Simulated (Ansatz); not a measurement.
# C3H4Zn (SMILES C=C=[CH][ZnH]): levels of theory compared

Wanted: a comparison of 6 runs (HF/3-21G, HF/pcseg-1, SVWN5/6-31G, B3LYP/6-31G*, PBE0/def2-SVP, CCSD/6-31G**) of C3H4Zn. 

The calculation is run with Ansatz 0.2.0.

3 further runs of the same task are left out: 3 set aside as unsound or not needed.

**1. The system as given**

The species is C3H4Zn (8 atoms), meant as a singlet with charge 0. As SMILES, `C=C=[CH][ZnH]`. Geometry: relaxed at PBE0-D4/def2-TZVP.

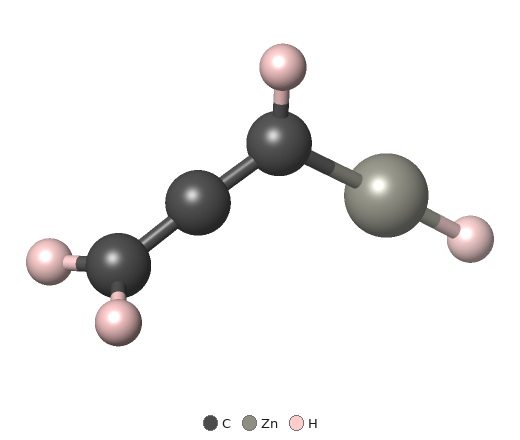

The structure, seen from a chosen angle (carbon dark grey, zinc grey, hydrogen pink).

**2. Energy and forces at HF/3-21G (run 1)**

The input, in.yaml:

```yaml
crystal:
  periodic: [false, false, false]
  atoms:
    - symbol: C
      position_ang: [-0.484500, 1.665700, -0.284000]
    - symbol: C
      position_ang: [0.232700, 0.589900, -0.102400]
    - symbol: C
      position_ang: [0.894300, -0.512800, 0.084000]
    - symbol: Zn
      position_ang: [-0.112400, -2.130600, 0.366600]
    - symbol: H
      position_ang: [-0.788000, 1.975300, -1.278000]
    - symbol: H
      position_ang: [-0.779800, 2.289800, 0.552200]
    - symbol: H
      position_ang: [1.981900, -0.474300, 0.072600]
    - symbol: H
      position_ang: [-0.944100, -3.402800, 0.589100]
basis:
  gaussian: {orbitals: 3-21G-spherical.json}
hamiltonian: {xc: hf}
accuracy: high
output: {forces: true, orbitals: {seedname: orbitals}}
```

The basis set 3-21G is read from a file made from the Basis Set Exchange's data (not shown).

Run with:

```bash
ansatz run in.yaml --threads 1 --pin off --max-ram 2610MiB --events-out events.jsonl --progress --plain --runs-dir runs
```

Output:

```text
Warning: RAYON_NUM_THREADS=1 ignored (pool sized by the plan → 1); use --threads N
Functional definition: HF
  name "HF"
  exchange = exact_x
  correlation = 0
1256 factors; integrals over basis functions are off by at most 1.4e-8 eV
mean field evaluation 1: about -51269.2064 eV, gradient 2.5e1 eV
mean field evaluation 2: about -51269.6294 eV, gradient 2.5e1 eV
mean field evaluation 4: about -51271.5481 eV, gradient 3.3e0 eV
mean field evaluation 8: about -51271.5826 eV, gradient 3.2e-1 eV
mean field evaluation 16: about -51271.5832 eV, gradient 1.3e-8 eV
mean field -51271.58321379 eV, -1884.1959299795 hartree, gradient 6.4e-8 eV, S^2 0.000000; 0 other end points of the search recorded, 0 dependent functions left out
the calculation of the forces begins
reference -51271.58321379 eV, -1884.1959299795 hartree; 26, 26 occupied and 36, 36 virtual orbitals, 1256 factors
Total energy: -51271.58321379 eV, -1884.1959299795 hartree
Atom 0 at    -0.484500     1.665700    -0.284000 Å, force     0.112681    -0.077759     0.011704 eV/Å
Atom 1 at     0.232700     0.589900    -0.102400 Å, force     0.134113     0.008467    -0.002273 eV/Å
Atom 2 at     0.894300    -0.512800     0.084000 Å, force    -0.411902     0.000786     0.002659 eV/Å
Atom 3 at    -0.112400    -2.130600     0.366600 Å, force     0.644085     0.813374    -0.142854 eV/Å
Atom 4 at    -0.788000     1.975300    -1.278000 Å, force     0.101895    -0.097392     0.381506 eV/Å
Atom 5 at    -0.779800     2.289800     0.552200 Å, force     0.098410    -0.219021    -0.327044 eV/Å
Atom 6 at     1.981900    -0.474300     0.072600 Å, force    -0.405574     0.018838    -0.001838 eV/Å
Atom 7 at    -0.944100    -3.402800     0.589100 Å, force    -0.273706    -0.447293     0.078140 eV/Å
Dipole moment:     0.087210    -0.051628     0.008478 e Å
```

It took 1.6 s on 1 thread of Intel Xeon Platinum 8488C (Sapphire Rapids), shared host.

**3. Energy and forces at HF/pcseg-1 (run 2)**

in.yaml: that of step 2 with these lines changed.

```diff
@@ -20,4 +20,6 @@
 basis:
-  gaussian: {orbitals: 3-21G-spherical.json}
-hamiltonian: {xc: hf}
+  gaussian:
+    orbitals: pcseg-1.json
+hamiltonian:
+  xc: hf
 accuracy: high
```

The basis set pcseg-1 is read from a file made from the Basis Set Exchange's data (not shown).

Run with:

```bash
ansatz run in.yaml --threads 1 --pin off --max-ram 2610MiB --events-out events.jsonl --progress --plain --runs-dir runs
```

Output, shortened:

```text
Warning: RAYON_NUM_THREADS=1 ignored (pool sized by the plan → 1); use --threads N
[... 2 set-up lines as earlier in the session ...]
[...]
2144 factors; integrals over basis functions are off by at most 1.5e-8 eV
[...]
mean field -51521.65375730 eV, -1893.3858529497 hartree, gradient 9.9e-8 eV, S^2 0.000000; 0 other end points of the search recorded, 0 dependent functions left out
[...]
reference -51521.65375730 eV, -1893.3858529497 hartree; 26, 26 occupied and 67, 67 virtual orbitals, 2144 factors
Total energy: -51521.65375730 eV, -1893.3858529497 hartree
Atom 0 at    -0.484500     1.665700    -0.284000 Å, force    -0.003927     0.054482    -0.010561 eV/Å
Atom 1 at     0.232700     0.589900    -0.102400 Å, force     0.122585     0.082882    -0.014870 eV/Å
Atom 2 at     0.894300    -0.512800     0.084000 Å, force     0.410167     0.718913    -0.124810 eV/Å
Atom 3 at    -0.112400    -2.130600     0.366600 Å, force    -0.232135    -0.372378     0.065034 eV/Å
Atom 4 at    -0.788000     1.975300    -1.278000 Å, force     0.080434    -0.097985     0.206901 eV/Å
Atom 5 at    -0.779800     2.289800     0.552200 Å, force     0.078449    -0.161206    -0.162027 eV/Å
Atom 6 at     1.981900    -0.474300     0.072600 Å, force    -0.210157     0.181331    -0.030537 eV/Å
Atom 7 at    -0.944100    -3.402800     0.589100 Å, force    -0.245414    -0.406040     0.070870 eV/Å
Dipole moment:     0.079680    -0.080078     0.013395 e Å
```

Run time: 5.1 s. Hardware: 1 thread of Intel Xeon Platinum 8488C (Sapphire Rapids), shared host.

Runs 3 to 5 aren't shown in full; the table further down has their settings and results.

**4. Energy and forces at CCSD/6-31G(d,p) (spherical functions) (run 6)**

The input, job.yaml:

```yaml
crystal:
  periodic: [false, false, false]
  atoms:
    - {symbol: C, position_ang: [-0.484500, 1.665700, -0.284000]}
    - {symbol: C, position_ang: [0.232700, 0.589900, -0.102400]}
    - {symbol: C, position_ang: [0.894300, -0.512800, 0.084000]}
    - {symbol: Zn, position_ang: [-0.112400, -2.130600, 0.366600]}
    - {symbol: H, position_ang: [-0.788000, 1.975300, -1.278000]}
    - {symbol: H, position_ang: [-0.779800, 2.289800, 0.552200]}
    - {symbol: H, position_ang: [1.981900, -0.474300, 0.072600]}
    - {symbol: H, position_ang: [-0.944100, -3.402800, 0.589100]}
basis:
  gaussian:
    orbitals: 6-31G_st__st_-spherical.json
correlation:
  method: ccsd
  frozen_orbitals: {C: 1, H: 0, Zn: 5}
accuracy: high
scf:
  omitted_lower_state_checks: [cluster_reference, increment]
output:
  forces: true
  orbitals: {seedname: orbitals}
```

The basis set 6-31G** is read from a file made from the Basis Set Exchange's data (not shown).

Run with:

```bash
ansatz run job.yaml --threads 1 --pin off --max-ram 2610MiB --events-out events.jsonl --progress --plain --runs-dir runs
```

Output, shortened:

```text
Warning: RAYON_NUM_THREADS=1 ignored (pool sized by the plan → 1); use --threads N
[... 2 set-up lines as earlier in the session ...]
[...]
2121 factors; integrals over basis functions are off by at most 1.6e-8 eV
[...]
mean field -51520.47383707 eV, -1893.3424916810 hartree, gradient 6.8e-8 eV, S^2 0.000000; 0 other end points of the search recorded, 0 dependent functions left out
8 core orbitals not correlated: weight in the atoms' cores, before any rotation towards them, 1.000 or more for the frozen orbitals, at most 0.000 for the correlated occupied ones
reference -51520.47383707 eV, -1893.3424916810 hartree; 18, 18 occupied and 70, 70 virtual orbitals, 2121 factors
second order -19.05816760 eV of doubles, -0.00000000 eV of singles
cycle   1  -18.16056478 eV  change    9.0e-1 eV  update   1.2e-1
[...]
cycle  22  -19.01490305 eV  change   -2.1e-9 eV  update   1.5e-9
[...]
Total energy: -51539.48874013 eV, -1894.0412764795 hartree
Atom 0 at    -0.484500     1.665700    -0.284000 Å, force    -0.527319     0.813839    -0.138597 eV/Å
Atom 1 at     0.232700     0.589900    -0.102400 Å, force     0.057922     0.134957    -0.023440 eV/Å
Atom 2 at     0.894300    -0.512800     0.084000 Å, force     0.346166    -1.133215     0.193595 eV/Å
Atom 3 at    -0.112400    -2.130600     0.366600 Å, force     0.187026     0.117280    -0.020986 eV/Å
Atom 4 at    -0.788000     1.975300    -1.278000 Å, force    -0.001041     0.014127     0.079835 eV/Å
Atom 5 at    -0.779800     2.289800     0.552200 Å, force    -0.002068    -0.012980    -0.079017 eV/Å
Atom 6 at     1.981900    -0.474300     0.072600 Å, force    -0.062128     0.017234    -0.002957 eV/Å
Atom 7 at    -0.944100    -3.402800     0.589100 Å, force     0.001441     0.048758    -0.008432 eV/Å
Dipole moment:     0.069359    -0.037559     0.006140 e Å
Checks for a lower state left out: cluster_reference, increment
```

Wall time 82 s (1 thread of Intel Xeon Platinum 8488C (Sapphire Rapids), shared host); peak memory 0.98 GiB.

**5. Overview of the runs**

```csv
run,level,frozen core orbitals,energy (Eh),dipole moment (D),HOMO energy (eV),LUMO energy (eV),wall time
1,HF/3-21G,–,-1884.195930,0.49,-8.99,1.70,1.6 s
2,HF/pcseg-1,–,-1893.385853,0.55,-9.24,2.93,5.1 s
3,SVWN5/6-31G,–,-1891.683120,0.31,-5.64,-1.46,5.1 s
4,B3LYP/6-31G* (spherical functions),–,-1895.754960,0.35,-6.35,-0.78,9.3 s
5,PBE0/def2-SVP,–,-1895.301499,0.43,-6.71,0.07,9 s
6,CCSD/6-31G** (spherical functions),8,-1894.041276,0.38,-9.02,1.87,82 s
```

**6. What came out**

| quantity | value |
| --- | --- |
| run 6: total energy | -1894.04128 Eh |
| run 6: dipole moment (correlated density) | 0.38 D |
| run 6: HOMO energy (Hartree–Fock orbitals) | -9.02 eV |
| run 6: LUMO energy (Hartree–Fock orbitals) | 1.87 eV |
| run 6: HOMO–LUMO gap (Hartree–Fock orbitals) | 10.89 eV |
| run 6: correlation energy (8 core orbitals frozen) | -698.8 mEh |
| run 6: T1 diagnostic | 0.014 |
| run 6: largest force on an atom | 1.201 eV/Å |

In words: The dipole moment (its size) runs from 0.31 D (SVWN5/6-31G) to 0.55 D (HF/pcseg-1). The two ends differ in method and basis. Over runs 1, 2, 3, 4, 5 the HOMO–LUMO gap runs from 4.18 eV (SVWN5/6-31G) to 12.17 eV (HF/pcseg-1). Totals of different functionals can't be ranked against each other. All runs together took 1.9 min, the longest 82 s.
